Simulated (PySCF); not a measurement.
**C₆H₆B₂F₂: a tour of settings, part 1 of 2**

Aim: see how C₆H₆B₂F₂ (`Bc1ccccc1B(F)F`) answers to the choice of functional, basis, grid and SCF options.

Computed with PySCF 2.14.0, with density-fitted response routines of our own, on a single molecule, in the gas phase or a continuum. Atoms count from 0, in the outputs and in this text.

## (1) Starting geometry

16 atoms, charge 0, multiplicity 1; geometry from: GFN2-xTB.

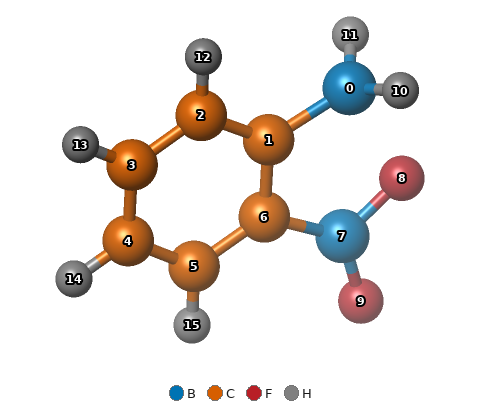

As it starts; boron blue, carbon orange, fluorine red, hydrogen grey, atoms numbered.

## (2) NMR shieldings: PBE0/pcSseg-1

The job: settings as JSON, then the geometry in Å.

```
{"job": {"kind": "nmr", "xc": "PBE0", "basis": "pcSseg-1", "pop": false, "scf": {"damp": 0.2, "aux": "def2-qzvpp-jkfit"}}, "charge": 0, "multiplicity": 1}
B      0.155187     2.221272     0.198354
C     -0.260025     0.715090     0.065359
C     -1.571268     0.250582     0.037592
C     -1.848017    -1.099873    -0.081288
C     -0.817937    -2.026541    -0.176230
C      0.492036    -1.594516    -0.151117
C      0.785113    -0.232143    -0.031169
B      2.175402     0.411757     0.014336
F      2.192872     1.749645     0.136574
F      3.368239    -0.140687    -0.046404
H      0.167760     2.715494     1.257783
H      0.149320     2.897138    -0.755342
H     -2.383612     0.959261     0.111386
H     -2.874733    -1.436395    -0.099863
H     -1.043012    -3.078716    -0.268158
H      1.305076    -2.302424    -0.223224
```

With the program's defaults for keys left out, this is: GIAO PBE0/pcSseg-1 NMR shielding, non-relativistic, gas phase.

On the command line:

```console
OMP_NUM_THREADS=1 python probes_run.py task.json out
```

This one command runs all jobs of the session in turn.

What it wrote:

```text
damping 0.20 in the first 6 cycles
final grid: 145104 points
cycle   1  E = -481.0879519111  dE =  1.582e+00  |g| = 5.980e-01  |ddm| = 3.925e+00
cycle   2  E = -481.1153098718  dE = -2.736e-02  |g| = 5.089e-01  |ddm| = 7.902e-01
cycle   3  E = -481.1250884456  dE = -9.779e-03  |g| = 4.520e-01  |ddm| = 5.503e-01
cycle   4  E = -481.1280552169  dE = -2.967e-03  |g| = 4.241e-01  |ddm| = 4.969e-01
cycle   5  E = -481.1283726798  dE = -3.175e-04  |g| = 4.117e-01  |ddm| = 4.915e-01
cycle   6  E = -481.0828943735  dE =  4.548e-02  |g| = 6.423e-01  |ddm| = 6.774e-01
cycle   7  E = -480.9617008311  dE =  1.212e-01  |g| = 9.980e-01  |ddm| = 1.149e+00
cycle   8  E = -481.1533230561  dE = -1.916e-01  |g| = 1.018e-01  |ddm| = 7.911e-01
cycle   9  E = -481.1558724898  dE = -2.549e-03  |g| = 1.727e-02  |ddm| = 1.089e-01
cycle  10  E = -481.1559515083  dE = -7.902e-05  |g| = 4.169e-03  |ddm| = 1.829e-02
cycle  11  E = -481.1559554174  dE = -3.909e-06  |g| = 1.166e-03  |ddm| = 4.489e-03
cycle  12  E = -481.1559557336  dE = -3.162e-07  |g| = 2.070e-04  |ddm| = 1.130e-03
cycle  13  E = -481.1559557429  dE = -9.314e-09  |g| = 9.312e-05  |ddm| = 2.789e-04
cycle  14  E = -481.1559557450  dE = -2.167e-09  |g| = 2.763e-05  |ddm| = 1.051e-04
cycle  15  E = -481.1559557452  dE = -1.708e-10  |g| = 1.577e-05  |ddm| = 4.247e-05
converged SCF energy = -481.1559557452

GIAO shielding tensors (ppm)
atom      isotropic    diamagn.    paramagn.     s11        s22        s33       span
  0 B       37.851     193.009    -155.158    -15.087     -3.876    132.517    147.604
  1 C       14.738     257.505    -242.767    -82.582    -47.753    174.550    257.131
  2 C       59.182     251.688    -192.506    -49.227     40.435    186.339    235.566
  3 C       46.972     254.038    -207.067    -66.254     27.080    180.089    246.343
  4 C       56.314     254.364    -198.050    -52.800     41.181    180.561    233.361
  5 C       45.539     251.315    -205.777    -71.075     26.393    181.298    252.374
  6 C       62.573     256.529    -193.956    -29.364     30.007    187.076    216.439
  7 B       74.597     197.977    -123.380     58.158     74.642     90.990     32.832
  8 F      273.862     470.866    -197.004    133.722    331.479    356.385    222.663
  9 F      268.744     466.796    -198.052    106.687    307.949    391.596    284.909
 10 H       24.397      29.631      -5.234     18.074     25.525     29.593     11.519
 11 H       24.398      29.631      -5.233     18.068     25.531     29.596     11.528
 12 H       24.233      31.440      -7.208     20.676     24.223     27.799      7.122
 13 H       23.798      29.961      -6.163     20.730     23.833     26.831      6.101
 14 H       24.119      29.973      -5.854     20.792     24.643     26.922      6.130
 15 H       23.539      31.187      -7.648     19.985     22.769     27.863      7.878
```

It took 75 s on 1 thread of Intel Xeon at 2.70GHz, shared host; peak memory 0.75 GiB.

The references, computed at this level on geometries of the same kind, shield at (ppm): 1H TMS 31.72, 13C TMS 186.9, 19F CFCl3 170.9, 11B BF3·OEt2 100.1. Their shielding less the atom's gives the shift. The references are single molecules in the gas phase, so shifts against H2O, NH3, PH3, H3PO4 or CFCl3 are not on the usual liquid scales and can be off by tens of ppm. Atoms listed in one row are averaged.

```tsv
atoms	environment	σ (ppm)	δ (ppm)	δ scaled to CDCl3
C1	substituted aromatic carbon	14.7	172.2	166.1
C5	aromatic CH	45.5	141.4	136.1
C3	aromatic CH	47.0	140.0	134.7
C4	aromatic CH	56.3	130.6	125.6
C2	aromatic CH	59.2	127.7	122.8
C6	substituted aromatic carbon	62.6	124.4	119.5
H15	hydrogen on an aromatic CH	23.54	8.18	7.82
H13	hydrogen on an aromatic CH	23.80	7.92	7.57
H14	hydrogen on an aromatic CH	24.12	7.60	7.27
H12	hydrogen on an aromatic CH	24.23	7.48	7.16
H10, H11	hydrogen on a boron bonded to C	24.40	7.32	–
B0	boron bonded to C, 2 H	37.9	62.2	–
B7	boron bonded to C, 2 F	74.6	25.5	–
F8, F9	fluorine bonded to B	271.3	-100.4	–
```

The scaled column applies a straight-line fit of computed shieldings to shifts measured in CDCl3, and one for carbons that bear F (root-mean-square error 0.16 ppm for H, 1.9 ppm for C).

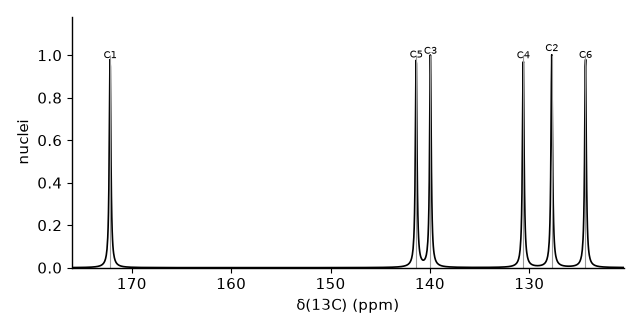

13C lines at the computed shifts, without couplings. Lines are broadened to a width of 0.19 ppm (Lorentzian).

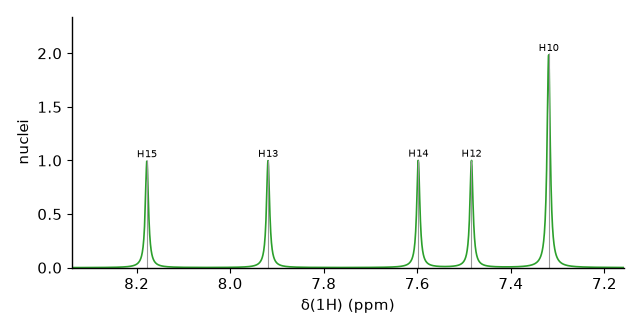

1H lines at the computed shifts, without couplings. Lines are broadened to a width of 0.01 ppm (Lorentzian).

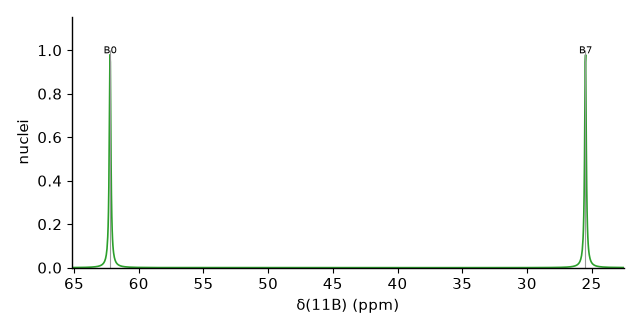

11B lines at the computed shifts, without couplings. Lines are broadened to a width of 0.15 ppm (Lorentzian).

Ring of atoms C1, C2, C3, C4, C5, C6: NICS(0) -7.3, NICS(1) -10.8, NICS(1)zz -27.6 ppm (means of both faces).

The fields below are evaluated on a grid from the run's orbitals.

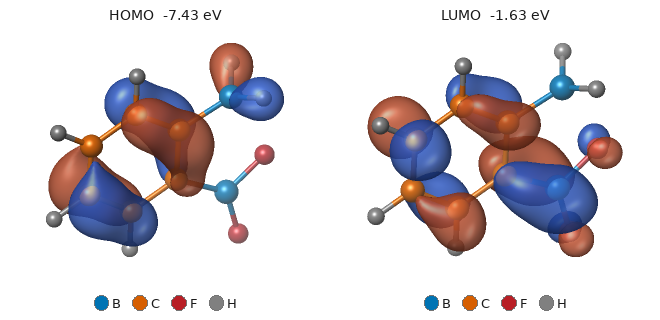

PBE0/pcSseg-1 orbitals near the gap, drawn at the value that encloses 70 % of each; the two colours are the two signs.

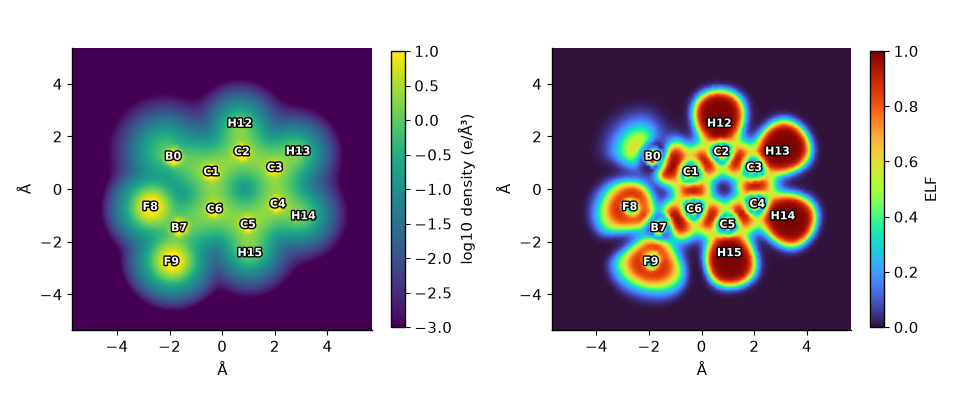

Density (left) and ELF (right) in a plane through or near 14 of the atoms.

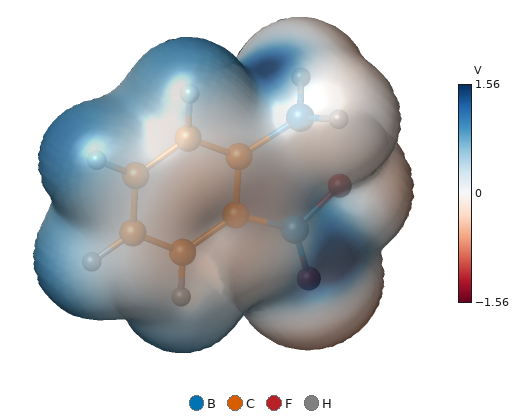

The potential that a unit positive charge feels on the 0.002 e/bohr³ surface, from the 1st to the 99th percentile, from -0.57 V near F9 to 1.56 V near B7.

## (3) Excited states and response: WP04/6-31G in water

Settings changed since step 2:

```diff
@@ -1,2 +1,2 @@
-{"job": {"kind": "nmr", "xc": "PBE0", "basis": "pcSseg-1", "pop": false, "scf": {"damp": 0.2, "aux": "def2-qzvpp-jkfit"}}, "charge": 0, "multiplicity": 1}
+{"job": {"kind": "uv", "xc": "WP04", "basis": "6-31G", "solvent": "water", "nstates": 25, "ntriplets": 5, "tda": true}, "charge": 0, "multiplicity": 1}
 B      0.155187     2.221272     0.198354
```

Method: TDA WP04/6-31G, vertical, IEF-PCM water (non-equilibrium linear response), core orbitals frozen in the response.

What it wrote:

```text
coarse grid: 14584 points
cycle   1  E = -492.0285541472  dE =  1.493e+00  |g| = 1.030e+00  |ddm| = 4.356e+00
cycle   2  E = -491.8291288254  dE =  1.994e-01  |g| = 1.529e+00  |ddm| = 1.909e+00
cycle   3  E = -492.2259333656  dE = -3.968e-01  |g| = 1.418e-01  |ddm| = 1.189e+00
cycle   4  E = -492.2305796399  dE = -4.646e-03  |g| = 4.702e-02  |ddm| = 2.139e-01
cycle   5  E = -492.2311096590  dE = -5.300e-04  |g| = 1.873e-02  |ddm| = 7.225e-02
cycle   6  E = -492.2312048170  dE = -9.516e-05  |g| = 4.369e-03  |ddm| = 2.397e-02
cycle   7  E = -492.2312111330  dE = -6.316e-06  |g| = 8.106e-04  |ddm| = 7.336e-03
final grid: 145104 points
cycle   8  E = -492.1556745006  dE = -5.180e-05  |g| = 7.131e-03  |ddm| = 4.101e-02
cycle   9  E = -492.1556725710  dE =  1.930e-06  |g| = 7.661e-03  |ddm| = 1.903e-02
cycle  10  E = -492.1556901666  dE = -1.760e-05  |g| = 9.154e-04  |ddm| = 1.033e-02
cycle  11  E = -492.1556903433  dE = -1.767e-07  |g| = 2.427e-04  |ddm| = 1.045e-03
cycle  12  E = -492.1556903579  dE = -1.457e-08  |g| = 7.365e-05  |ddm| = 3.504e-04
cycle  13  E = -492.1556903592  dE = -1.339e-09  |g| = 3.528e-05  |ddm| = 1.164e-04
cycle  14  E = -492.1556903596  dE = -3.246e-10  |g| = 2.655e-06  |ddm| = 4.077e-05
converged SCF energy = -492.1556903596

Static polarisability (au): isotropic 99.946, principal 42.055 121.698 136.085

Singlet excitations
state   eV       nm        f      main configurations
  1   4.7312    262.1   0.06250   H->L 0.83, H-1->L+2 0.14
  2   5.5207    224.6   0.00001   H->L+1 0.98
  3   5.6438    219.7   0.24124   H-1->L 0.83, H->L+2 0.10
  4   6.0328    205.5   0.00001   H-1->L+1 0.99
  5   6.1655    201.1   0.00215   H-2->L 0.99
  6   6.6236    187.2   0.20619   H-1->L+2 0.55, H->L+3 0.25
  7   6.6965    185.1   0.00864   H-3->L 0.99
  8   6.8743    180.4   0.50656   H->L+2 0.57, H-4->L 0.16, H-2->L+1 0.12
  9   7.1864    172.5   0.09557   H-4->L 0.65, H-2->L+1 0.19
 10   7.2893    170.1   0.20611   H-2->L+1 0.62, H->L+2 0.13, H->L+3 0.10
 11   7.4501    166.4   0.00897   H-2->L+2 0.98
 12   7.8209    158.5   0.00046   H-4->L+1 0.49, H-3->L+2 0.46
 13   7.8567    157.8   0.00007   H-3->L+2 0.50, H-4->L+1 0.43
 14   8.0292    154.4   0.00001   H-6->L 0.96
 15   8.0509    154.0   0.10309   H-5->L 0.69, H-1->L+3 0.24
 16   8.1191    152.7   0.05050   H-3->L+1 0.96
 17   8.1352    152.4   0.48069   H->L+3 0.33, H-4->L+2 0.22, H-1->L+2 0.17
 18   8.4779    146.2   0.11469   H-4->L+2 0.37, H->L+3 0.20, H-1->L+3 0.18
 19   8.5968    144.2   0.00263   H-7->L 0.96
 20   8.8879    139.5   0.17534   H-1->L+3 0.34, H-4->L+2 0.32, H-5->L 0.11
 21   8.9113    139.1   0.00063   H->L+4 0.97
 22   8.9719    138.2   0.00003   H-5->L+1 0.91
 23   9.0458    137.1   0.00082   H-8->L 0.93
 24   9.1466    135.6   0.00000   H-2->L+3 0.87
 25   9.2817    133.6   0.00011   H-6->L+2 0.75, H-1->L+4 0.12

Triplet excitations (Tamm-Dancoff, eV): 3.7798 3.8755 4.5856 5.4240 5.4714
```

Run time: 32 s. Hardware: 1 thread of Intel Xeon at 2.70GHz, shared host; peak memory 0.63 GiB.

The orbitals next to the gap, with their largest atomic shares:

```tsv
orbital	eV	atoms
HOMO−3	-10.78	C6 17 %, C1 13 %, C2 11 %
HOMO−2	-10.28	B0 24 %, C1 24 %, C6 9 %
HOMO−1	-8.71	C6 31 %, C3 29 %, C2 17 %
HOMO	-8.30	C4 28 %, C1 25 %, C2 19 %
LUMO	-3.42	B7 31 %, C3 21 %, C5 14 %
LUMO+1	-2.13	B0 85 %, F8 6 %
LUMO+2	-2.11	C4 26 %, C1 25 %, C2 22 %
```

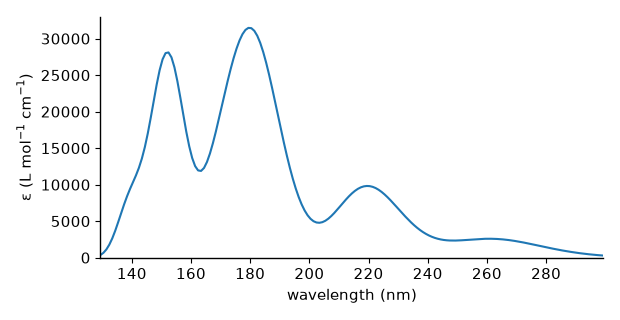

Absorption spectrum: each of the 25 states is a Gaussian band of 0.4 eV half-width at 1/e. Beyond the last state computed it falls off for lack of states.

Ground-state properties from the same run:

```tsv
property	computed
dipole moment (D)	3.30
polarisability (Å³)	14.81
HOMO–LUMO gap (eV)	4.88
−ε(HOMO) (eV)	8.30
```

(Continued in part 2 of 2.)
